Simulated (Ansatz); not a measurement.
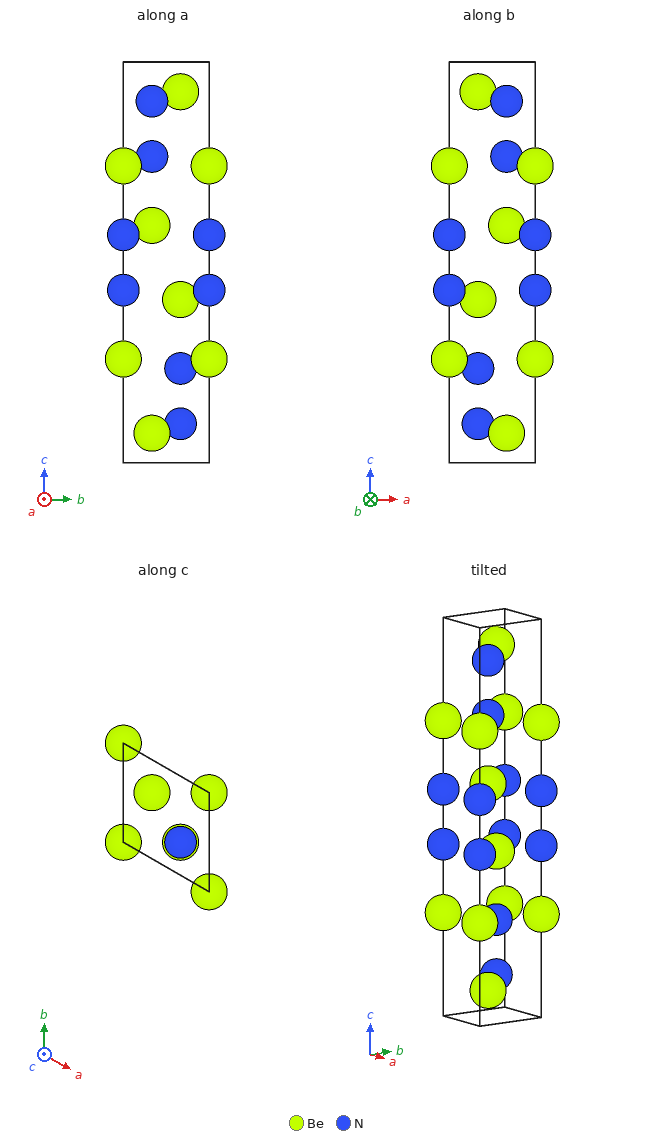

We look at a spheres-only model of the crystal along the a axis, along the b axis, along the c axis and slightly off an axis. The parallelepiped is the conventional unit cell.

Lattice parameters: a = 2.8996 Å, b = 2.8996 Å, c = 11.7351 Å, α = 90.000°, β = 90.000°, γ = 120.000°.

Record the structure as a CIF in P1 with every atom of the cell, with free fractional coordinates to two decimals.

```cif
data_structure
_symmetry_space_group_name_H-M 'P 1'
_symmetry_Int_Tables_number 1
_cell_length_a 2.8996
_cell_length_b 2.8996
_cell_length_c 11.7351
_cell_angle_alpha 90.000
_cell_angle_beta 90.000
_cell_angle_gamma 120.000
_cell_volume 85.45
loop_
_atom_site_label
_atom_site_type_symbol
_atom_site_fract_x
_atom_site_fract_y
_atom_site_fract_z
_atom_site_occupancy
Be1 Be 0.00 0.00 0.74 1
Be2 Be 0.3333 0.6667 0.93 1
N1 N 0.6667 0.3333 0.90 1
N2 N 0.6667 0.3333 0.76 1
Be3 Be 0.6667 0.3333 0.07 1
Be4 Be 0.00 0.00 0.26 1
N3 N 0.3333 0.6667 0.24 1
N4 N 0.3333 0.6667 0.10 1
Be5 Be 0.3333 0.6667 0.41 1
Be6 Be 0.6667 0.3333 0.59 1
N5 N 0.00 0.00 0.57 1
N6 N 0.00 0.00 0.43 1
```

The structure comes from a structure type filled with these elements by a generator (whether the compound takes this form wasn't checked). Relaxation method: Ansatz, DFT PBE, scalar-relativistic, plane waves, PAW.
